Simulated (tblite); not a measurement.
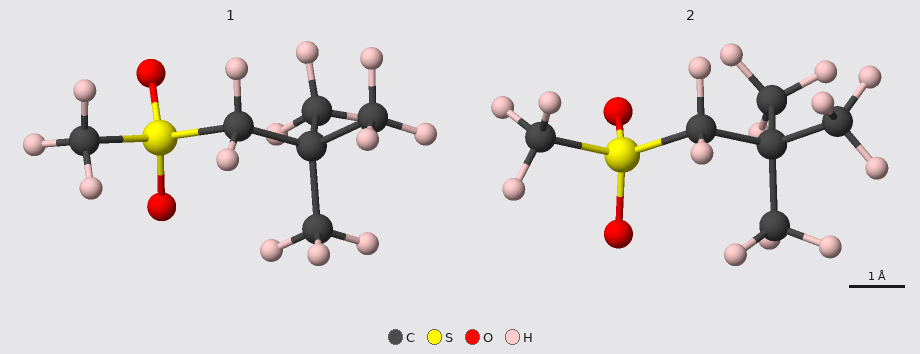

Two geometries of C$_{6}$H$_{14}$O$_{2}$S, drawn at one scale. One is the start of a relaxation, the other its converged end. The picture is a ball-and-stick view, seen face on.

Level of theory: tblite 0.8.0, GFN2-xTB geometry optimisation, gas phase. 

Which geometry has the lower energy?

Answer. Structure 1 is the relaxed one. Over 140 geometry steps the energy falls by 1.575 eV. An H atom moves most after the best rigid fit: 1.05 Å. By element the largest moves are H 1.05 Å, O 0.79 Å, S 0.44 Å, C 0.23 Å. Some distances before and after: O–S 1.524 → 1.437 Å, C–S 1.754 → 1.827 Å, O–S 1.502 → 1.438 Å, C–H 1.131 → 1.087 Å. Bond angles that change, for instance: C–S–C 113.0° → 102.1°, O–S–O 106.6° → 117.4°, C–C–H 104.9° → 111.3°. Groups turn about C–C by about 55°, C–C by about 50°, C–S by about 45°.
